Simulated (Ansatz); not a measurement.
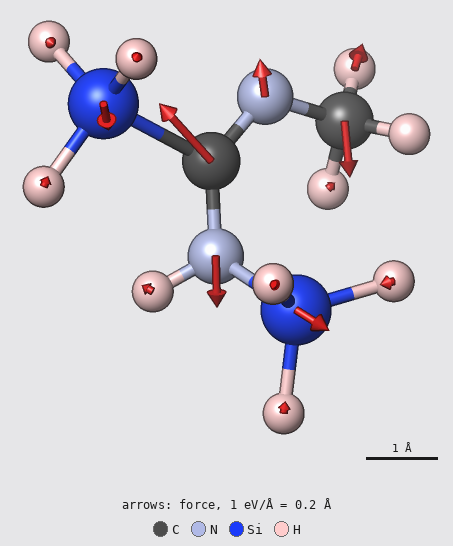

Starting geometry of C2H10N2Si2 with the computed forces as red arrows. Style: ball-and-stick. Shown at a tilt.

The run prepares the start of a later molecular dynamics calculation, from a guessed geometry.

Theory: Ansatz 0.2.0, UKS PBE-D4/STO-3G.

The input:
```yaml
crystal:
  periodic: [false, false, false]
  atoms:
    - { symbol: C, position_ang: [-0.8181, -2.0627, 0.7041] }
    - { symbol: "N", position_ang: [0.0783, -1.4828, -0.2729] }
    - { symbol: C, position_ang: [0.017, -0.2228, -0.5615] }
    - { symbol: Si, position_ang: [1.3663, 0.264, -2.0212] }
    - { symbol: "N", position_ang: [-0.7258, 0.795, -0.0493] }
    - { symbol: Si, position_ang: [-0.2483, 1.4259, 1.4797] }
    - { symbol: H, position_ang: [-1.0665, -3.0523, 0.4274] }
    - { symbol: H, position_ang: [-1.7814, -1.4627, 0.7022] }
    - { symbol: H, position_ang: [-0.4273, -2.0084, 1.738] }
    - { symbol: H, position_ang: [2.7119, 0.1414, -1.554] }
    - { symbol: H, position_ang: [1.0267, 1.6857, -2.3291] }
    - { symbol: H, position_ang: [1.0616, -0.5466, -3.2256] }
    - { symbol: H, position_ang: [-0.8264, 1.6355, -0.6625] }
    - { symbol: H, position_ang: [-1.1591, 2.5723, 1.7837] }
    - { symbol: H, position_ang: [-0.3787, 0.3593, 2.5333] }
    - { symbol: H, position_ang: [1.1468, 1.9364, 1.352] }
magnetization:
  spin_polarized: true
basis:
  gaussian: { orbitals: STO-3G }
hamiltonian:
  xc: pbe
  dispersion: d4
relax:
  f_tol: 0.02
  max_steps: 40
```

Launched with:
```bash
ansatz run input.yaml --threads 1 --pin off --max-ram 2048MiB --backend cpu --events-out ev --progress --plain --runs-dir out
```

Question: Is this structure relaxed? If not, where do the atoms go?

Answer: It isn't relaxed: the largest force vector, on C3, is 6.02 eV/Å. The final displacements have little in common with the starting forces (cosine between the two patterns 0.09). The largest move after the best rigid fit is that of H16, 1.74 Å. Largest moves by element: H 1.74 Å, Si 0.44 Å, N 0.43 Å, C 0.33 Å. Near-neighbour distances that change, for instance: C3–Si4 2.047 → 1.896 Å, C1–N2 1.447 → 1.530 Å, C3–N5 1.360 → 1.440 Å, N5–Si6 1.722 → 1.783 Å. Among the angles between lasting bonds that change: C3–N5–Si6 117.2° → 130.5°, Si6–N5–H13 104.7° → 112.5°, C3–Si4–H11 102.9° → 108.9°. Groups turn about C3–N5 by about 30°, N5–Si6 by about 30°. Over 21 accepted moves (23 points after the start) the energy falls by 110.3 kJ/mol. The largest force component goes from 4.3 to 0.01 eV/Å. The line search rejected the trial steps at points 9, 15 of the run. The run took 2.6 min on 1 thread of Intel(R) Xeon(R) Processor @ 2.70GHz, on a shared host, peak memory 0.18 GiB.

Limits of the set-up: STO-3G is a minimal basis, so the numbers are rough.
